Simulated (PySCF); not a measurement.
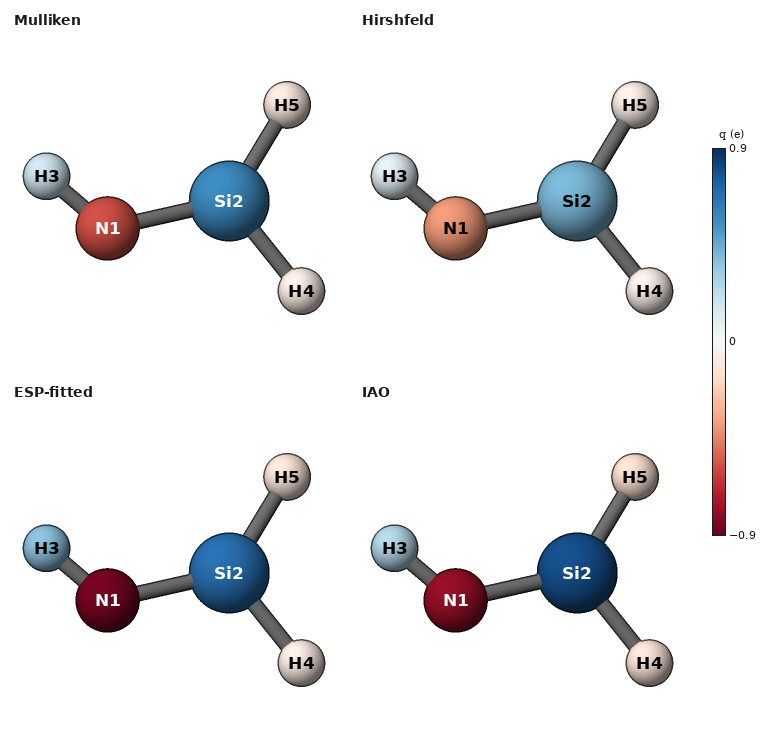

Atomic charges of one calculation by 4 schemes, on one colour scale. The computed structure is the end point of a GFN2-xTB optimisation. No frequency run is at hand to confirm it as a minimum. Method: PBE0/pcSseg-1 (PySCF 2.14.0).

On which atom do the schemes disagree most?

On N1 (from −0.86 to −0.39 e).

List the charges (e), one line for each set of equivalent atoms.

```tsv
atom	Mulliken	Hirshfeld	ESP-fitted	IAO
N1	−0.58	−0.39	−0.86	−0.79
Si2	0.58	0.41	0.68	0.79
H3	0.18	0.10	0.38	0.26
H4	−0.08	−0.06	−0.08	−0.12
H5	−0.10	−0.07	−0.11	−0.15
```

The geometry is semi-empirical. Around Si such bond lengths and angles can be off by a tenth of an ångström or more and by several degrees, and values that hang on the shape move with them.
